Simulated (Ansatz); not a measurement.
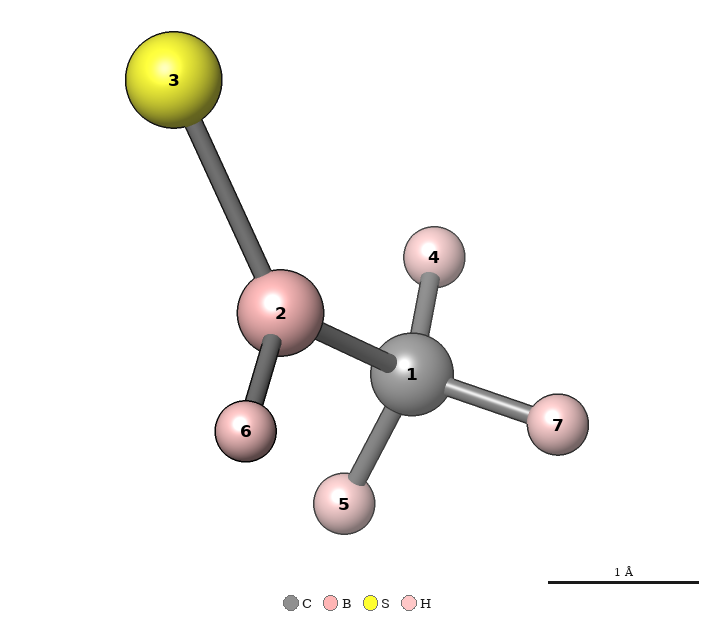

Orthographic view. Distant atoms are faded towards the background colour. Charge 0, doublet. The computed structure is the end point of a PBE0-D4/def2-TZVP optimisation. No frequency run is at hand to confirm it as a minimum.

Write a Z-matrix (Å, degrees) in the order of the atom numbers, with these reference atoms: 2 to 1; 3 to 2, 1; 4 to 1, 2, 3; 5 to 1, 4, 2; 6 to 2, 1, 4; 7 to 1, 4, 5.

```
C  
B    1   1.568
S    2   1.737   1   125.5
H    1   1.090   2   114.9   3    -0.3
H    1   1.095   4   108.8   2   122.5
H    2   1.205   1   120.4   4   179.7
H    1   1.095   4   108.8   5   115.0
```
